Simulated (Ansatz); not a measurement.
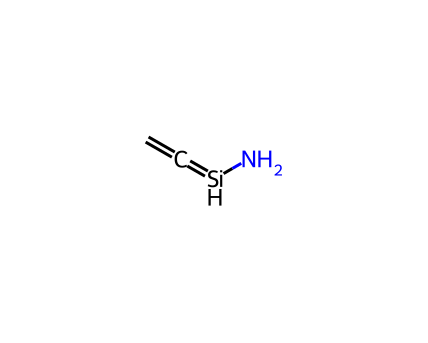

The drawing above gives the connectivity. Computed geometry: PBE0-D4/def2-TZVP optimisation. No frequency run is at hand to confirm it as a minimum.

Describe the 3D structure.

The molecule is C₂H₅NSi. Its SMILES string is `C=C=[SiH]N`. It has no ring. Among its groups: Si–H bond, Si–N bond. Coordination, clear cases only: 1 C trigonal planar; 1 C linear; 1 Si trigonal planar.

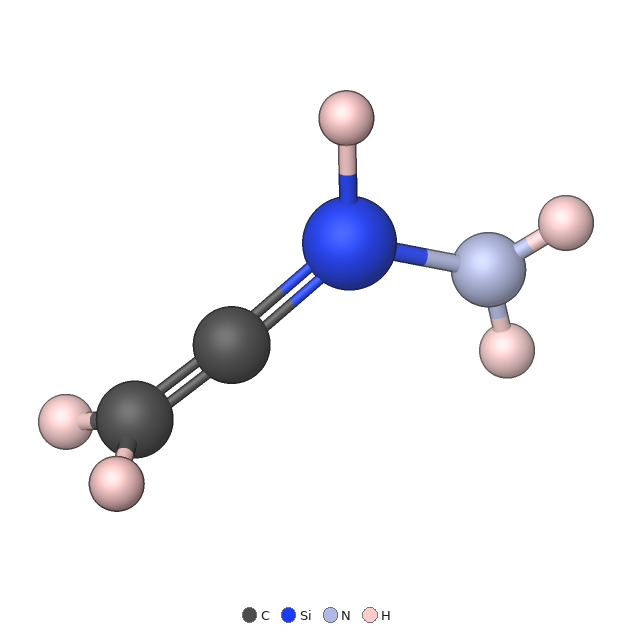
